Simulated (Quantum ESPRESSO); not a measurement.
# BAs (F-43m): modes at Γ and the response to a field

Aim: the zone-centre modes of BAs (F-43m).

Main program and level: Quantum ESPRESSO 7.5; DFT LDA, scalar-relativistic, plane waves, PseudoDojo norm-conserving pseudopotentials.

**1. Starting point**

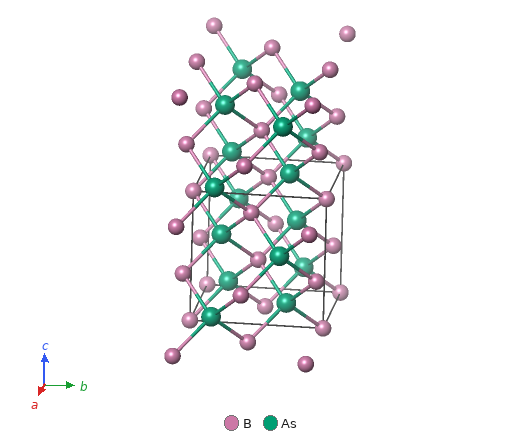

Start, viewed slightly off an axis; boron pink, arsenic teal. 2×1×2 cells are drawn. This picture shows the conventional cell, with its axes. Bonds to atoms that aren't drawn are left out. Some periodic images of atoms are drawn too.

**2. A first look**

A cheap run with smearing and empty bands tells whether the crystal has a gap, which decides between fixed occupations and smearing later on.

Contents of probe.in:

```
 &control
    calculation='scf',
    prefix='x',
    outdir='./tmp',
    pseudo_dir='./pseudo',
    tprnfor=.true.,
    tstress=.true.,
    verbosity='high',
 /
 &system
    ibrav=0,
    nat=2,
    ntyp=2,
    ecutwfc=88.0,
    occupations='smearing',
    smearing='gaussian',
    degauss=0.01,
 /
 &electrons
    conv_thr=1.0d-07,
    mixing_beta=0.7,
    electron_maxstep=100,
 /
ATOMIC_SPECIES
 B      10.8100  B.upf
 As     74.9216  As.upf
CELL_PARAMETERS angstrom
    -2.388500000    0.000000000    2.388500000
     0.000000000    2.388500000    2.388500000
    -2.388500000    2.388500000    0.000000000
ATOMIC_POSITIONS crystal
 B      0.000000000   0.000000000   0.000000000
 As     0.250000000   0.250000000   0.250000000
K_POINTS automatic
 6 6 6 0 0 0
```

The run is started by

```console
$ OMP_NUM_THREADS=1 mpirun -n 4 pw.x -nk 4 -in probe.in > probe.out
```

The program printed:

```text
[banners, grids, parts of the stress and lines that vanish by symmetry left out]
Program PWSCF v.7.5
     Message from routine setup:
     using ibrav=0 with symmetry is DISCOURAGED, use correct ibrav instead
[...]
kinetic-energy cutoff     =      88.0000  Ry
     charge density cutoff     =     352.0000  Ry
     scf convergence threshold =      1.0E-07
[...]
Exchange-correlation= SLA  PW   NOGX NOGC
                           (   1   4   0   0   0   0   0)
[...]
24 Sym. Ops. (no inversion) found
[...]
(     0          1          0      )
                  (     0          0          1      )
[...]
(  0.0000000  1.0000000  0.0000000 )
                  ( -0.0000000 -0.0000000  1.0000000 )
[...]
(     1          0         -1      )
                  (     0          0         -1      )
[...]
(  0.0000000  1.0000000  0.0000000 )
[...]
(    -1          0          1      )
                  (    -1          0          0      )
[...]
( -0.0000000 -0.0000000  1.0000000 )
                  (  0.0000000 -1.0000000 -0.0000000 )
[...]
number of k points=    16  Gaussian smearing, width (Ry)=  0.0100
[...]
End of self-consistent calculation
[...]
the Fermi energy is    11.6827 ev
!    total energy              =    -217.86885807 Ry
[...]
convergence has been achieved in   6 iterations
[...]
atom    1 type  1   force =     0.00000000    0.00000000   -0.00000000
     atom    2 type  2   force =    -0.00000000   -0.00000000    0.00000000
[...]
Total force =     0.000000     Total SCF correction =     0.000000
[...]
total   stress  (Ry/bohr**3)                   (kbar)     P=      -39.29
[...]
XML data file, charge density, pseudopotentials, collected wavefunctions

   JOB DONE.
```

It took 2.6 s on 4 MPI ranks of Arm Neoverse V1, shared host; 10 s of CPU time.

Read from the output:

| Quantity | Value |
| --- | --- |
| volume per atom | 13.63 Å³ |
| pressure | -3.929 GPa |
| gap on the k-mesh | 1.239 eV |

A gap of 1.2 eV opens on this mesh, so the crystal is taken as an insulator; the start stands at -3.9 GPa.

**3. Relaxation**

The relaxation runs at a cutoff a fifth above that of the response, since stress converges more slowly with the basis than frequencies do. Forces and stress are brought to rest with tight thresholds.

Contents of relax.in:

```
 &control
    calculation='vc-relax',
    prefix='x',
    outdir='./tmp',
    pseudo_dir='./pseudo',
    tprnfor=.true.,
    tstress=.true.,
    forc_conv_thr=2.0d-05,
    etot_conv_thr=1.0d-07,
    nstep=40,
 /
 &system
    ibrav=0,
    nat=2,
    ntyp=2,
    ecutwfc=106,
    occupations='fixed',
    nbnd=11,
 /
 &electrons
    conv_thr=1.0d-11,
    mixing_beta=0.7,
    electron_maxstep=100,
 /
 &ions
 /
 &cell
    press_conv_thr=0.2,
 /
ATOMIC_SPECIES
 B      10.8100  B.upf
 As     74.9216  As.upf
CELL_PARAMETERS angstrom
    -2.388500000    0.000000000    2.388500000
     0.000000000    2.388500000    2.388500000
    -2.388500000    2.388500000    0.000000000
ATOMIC_POSITIONS crystal
 B      0.000000000   0.000000000   0.000000000
 As     0.250000000   0.250000000   0.250000000
K_POINTS automatic
 8 8 8 0 0 0
```

The run is started by

```console
$ OMP_NUM_THREADS=1 mpirun -n 4 pw.x -nk 4 -in relax.in > relax.out
```

The program printed:

```text
[banners, grids, parts of the stress and lines that vanish by symmetry left out]
[banner, memory and clock lines left out]
Program PWSCF v.7.5

[...]
kinetic-energy cutoff     =     106.0000  Ry
     charge density cutoff     =     424.0000  Ry
     scf convergence threshold =      1.0E-11
[...]
energy convergence thresh.=      1.0E-07
     force convergence thresh. =      2.0E-05
     press convergence thresh. =      2.0E-01
     Exchange-correlation= SLA  PW   NOGX NOGC
                           (   1   4   0   0   0   0   0)
[...]
24 Sym. Ops. (no inversion) found
[...]
number of k points=    29
[...]
End of self-consistent calculation
[...]
highest occupied, lowest unoccupied level (ev):    11.0605   12.2150
!    total energy              =    -217.87015076 Ry
[...]
convergence has been achieved in  11 iterations
[...]
atom    1 type  1   force =    -0.00000000    0.00000000    0.00000000
     atom    2 type  2   force =     0.00000000   -0.00000000    0.00000000
     Total force =     0.000000     Total SCF correction =     0.000000
[...]
total   stress  (Ry/bohr**3)                   (kbar)     P=      -39.44
[...]
number of bfgs steps    =   0
[...]
CELL_PARAMETERS (angstrom)
[...]
ATOMIC_POSITIONS (crystal)
B                0.0000000000        0.0000000000       -0.0000000000
As               0.2500000000        0.2500000000        0.2500000000
[...]
New effective cutoffs (rho, wfc):  429.64  107.43
[...]
End of self-consistent calculation
[...]
highest occupied, lowest unoccupied level (ev):    11.3881   12.5265
!    total energy              =    -217.87079837 Ry
[...]
convergence has been achieved in   6 iterations
[...]
atom    1 type  1   force =     0.00000000   -0.00000000   -0.00000000
     atom    2 type  2   force =    -0.00000000    0.00000000    0.00000000
     Total force =     0.000000     Total SCF correction =     0.000000
[...]
total   stress  (Ry/bohr**3)                   (kbar)     P=      -11.96
[...]
number of bfgs steps    =   1
[...]
CELL_PARAMETERS (angstrom)
[...]
ATOMIC_POSITIONS (crystal)
B               -0.0000000000        0.0000000000       -0.0000000000
As               0.2500000000        0.2500000000        0.2500000000
[...]
New effective cutoffs (rho, wfc):  432.12  108.05
[...]
End of self-consistent calculation
[...]
highest occupied, lowest unoccupied level (ev):    11.5303   12.6618
!    total energy              =    -217.87085913 Ry
[...]
convergence has been achieved in   7 iterations
[...]
atom    1 type  1   force =     0.00000000    0.00000000    0.00000000
     atom    2 type  2   force =    -0.00000000   -0.00000000   -0.00000000
     Total force =     0.000000     Total SCF correction =     0.000000
[...]
total   stress  (Ry/bohr**3)                   (kbar)     P=        0.54
[...]
number of bfgs steps    =   2
[...]
CELL_PARAMETERS (angstrom)
[...]
ATOMIC_POSITIONS (crystal)
[...]
New effective cutoffs (rho, wfc):  432.01  108.03
[...]
End of self-consistent calculation
[...]
highest occupied, lowest unoccupied level (ev):    11.5242   12.6560
!    total energy              =    -217.87085925 Ry
[...]
convergence has been achieved in   6 iterations
[...]
atom    1 type  1   force =    -0.00000000    0.00000000   -0.00000000
     atom    2 type  2   force =    -0.00000000    0.00000000   -0.00000000
     Total force =     0.000000     Total SCF correction =     0.000000
[...]
total   stress  (Ry/bohr**3)                   (kbar)     P=       -0.01
[...]
number of bfgs steps    =   3
[...]
small trust_radius: resetting bfgs history
[...]
CELL_PARAMETERS (angstrom)
[...]
ATOMIC_POSITIONS (crystal)
[...]
New effective cutoffs (rho, wfc):  432.01  108.03
[...]
End of self-consistent calculation
[...]
highest occupied, lowest unoccupied level (ev):    11.5243   12.6560
!    total energy              =    -217.87085925 Ry
[...]
convergence has been achieved in   3 iterations
[...]
atom    1 type  1   force =    -0.00000000    0.00000000   -0.00000000
     atom    2 type  2   force =     0.00000000   -0.00000000    0.00000000
     Total force =     0.000000     Total SCF correction =     0.000000
[...]
total   stress  (Ry/bohr**3)                   (kbar)     P=       -0.00
[...]
bfgs converged in   5 scf cycles and   4 bfgs steps
[...]
End of BFGS Geometry Optimization
     Final enthalpy           =    -217.8708592532 Ry
     File ./tmp/x.bfgs deleted, as requested
[...]
CELL_PARAMETERS (angstrom)
[...]
ATOMIC_POSITIONS (crystal)
B               -0.0000000000        0.0000000000        0.0000000000
As               0.2500000000        0.2500000000        0.2500000000
[...]
Final scf calculation at the relaxed structure.
[...]
kinetic-energy cutoff     =     106.0000  Ry
     charge density cutoff     =     424.0000  Ry
     scf convergence threshold =      1.0E-13
[...]
press convergence thresh. =      2.0E-01
     Exchange-correlation= SLA  PW   NOGX NOGC
                           (   1   4   0   0   0   0   0)
[...]
24 Sym. Ops. (no inversion) found
[...]
number of k points=    29
[...]
c_bands:  1 eigenvalues not converged
[...]
End of self-consistent calculation
[...]
highest occupied, lowest unoccupied level (ev):    11.5243   12.6560
!    total energy              =    -217.87085516 Ry
[...]
convergence has been achieved in  11 iterations
[...]
atom    1 type  1   force =     0.00000000    0.00000000   -0.00000000
     atom    2 type  2   force =     0.00000000    0.00000000    0.00000000
     Total force =     0.000000     Total SCF correction =     0.000000
[...]
total   stress  (Ry/bohr**3)                   (kbar)     P=        0.01
[...]
XML data file, charge density, pseudopotentials, collected wavefunctions
```

Wall time 32 s (4 MPI ranks); 2.1 min of CPU time.

The steps of the relaxation:

| step | energy less that of the first step (eV) | largest force (eV/Å) | pressure (GPa) | volume (Å³) |
| --- | --- | --- | --- | --- |
| 1 | 0.0000 | 0.0000 | -3.94 | 27.25 |
| 2 | -0.0088 | 0.0000 | -1.20 | 26.71 |
| 3 | -0.0096 | 0.0000 | 0.05 | 26.48 |
| 4 | -0.0096 | 0.0000 | 0.00 | 26.49 |
| 5 | -0.0096 | 0.0000 | 0.00 | 26.49 |
| 6 | -0.0096 | 0.0000 | 0.00 | 26.49 |

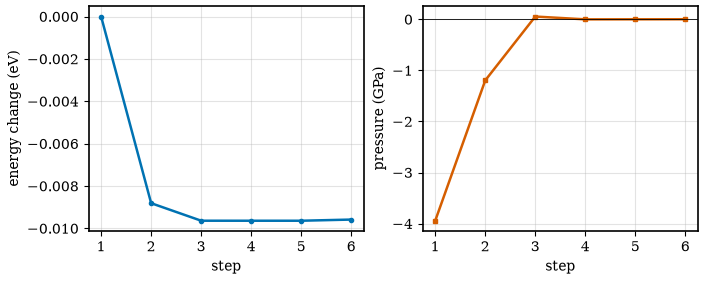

Energy and pressure along the relaxation.

| conventional cell, symmetrised | before | after | change |
| --- | --- | --- | --- |
| a (Å) | 4.777 | 4.732 | -0.9 % |
| b (Å) | 4.777 | 4.732 | -0.9 % |
| c (Å) | 4.777 | 4.732 | -0.9 % |
| volume (Å³/atom) | 13.63 | 13.24 | -2.8 % |

The relaxed structure:

```
B As
1.0
    -2.36595    0.00000    2.36595
     0.00000    2.36595    2.36595
    -2.36595    2.36595    0.00000
B As
1 1
Direct
  0.00000 0.00000 0.00000
  0.25000 0.25000 0.25000
```

The last row of the table of steps is pw.x's closing run on a basis chosen anew for the final cell, so its energy can jump.

This step gave:

* volume per atom: 13.24 Å³
* pressure: 0.001 GPa
* gap on the k-mesh: 1.132 eV

The volume changes by -2.8 % from the cell with which this run began.

**4. Ground state**

The response is built on this ground state, so it is converged far tighter than an energy would need. With a gap, occupations are fixed, which also allows the response to an electric field.

Contents of scf.in:

```
 &control
    calculation='scf',
    prefix='x',
    outdir='./tmp',
    pseudo_dir='./pseudo',
    tprnfor=.true.,
    tstress=.true.,
 /
 &system
    ibrav=0,
    nat=2,
    ntyp=2,
    ecutwfc=88.0,
    occupations='fixed',
    nbnd=11,
 /
 &electrons
    conv_thr=1.0d-12,
    mixing_beta=0.7,
    electron_maxstep=100,
 /
ATOMIC_SPECIES
 B      10.8100  B.upf
 As     74.9216  As.upf
CELL_PARAMETERS angstrom
    -2.365951155    0.000000000    2.365951155
     0.000000000    2.365951155    2.365951155
    -2.365951155    2.365951155    0.000000000
ATOMIC_POSITIONS crystal
 B      0.000000000   0.000000000   0.000000000
 As     0.250000000   0.250000000   0.250000000
K_POINTS automatic
 8 8 8 0 0 0
```

The run is started by

```console
$ OMP_NUM_THREADS=1 mpirun -n 4 pw.x -nk 4 -in scf.in > scf.out
```

The program printed:

```text
[banners, grids, parts of the stress and lines that vanish by symmetry left out]
[banner, memory and clock lines left out]
Program PWSCF v.7.5

[...]
kinetic-energy cutoff     =      88.0000  Ry
     charge density cutoff     =     352.0000  Ry
     scf convergence threshold =      1.0E-12
[...]
Exchange-correlation= SLA  PW   NOGX NOGC
                           (   1   4   0   0   0   0   0)
[...]
24 Sym. Ops. (no inversion) found
[...]
number of k points=    29
[...]
End of self-consistent calculation
[...]
highest occupied, lowest unoccupied level (ev):    11.5244   12.6562
!    total energy              =    -217.87078314 Ry
[...]
convergence has been achieved in  11 iterations
[...]
atom    1 type  1   force =     0.00000000    0.00000000   -0.00000000
     atom    2 type  2   force =     0.00000000    0.00000000    0.00000000
     Total force =     0.000000     Total SCF correction =     0.000000
[...]
total   stress  (Ry/bohr**3)                   (kbar)     P=       -0.09
[...]
XML data file, charge density, pseudopotentials, collected wavefunctions
```

Wall time 5.5 s (4 MPI ranks); 22 s of CPU time.

This step gave:

```yaml
pressure: -0.009 GPa
```

The cell stands at -0.009 GPa, close enough for phonons.

[end of part 1 of 2]

[Host names and launcher messages were left out of these logs when they were recorded.]

[Logs are printed without paths, hosts, clocks, repeated set-up lines and the standing remarks that a program may print on its own settings, such as how far it seeks lower states.]

[Hosts, paths, dates, database ids (printed as entryN), source tags and the programs' standing remarks are cut or masked in the printed files.]
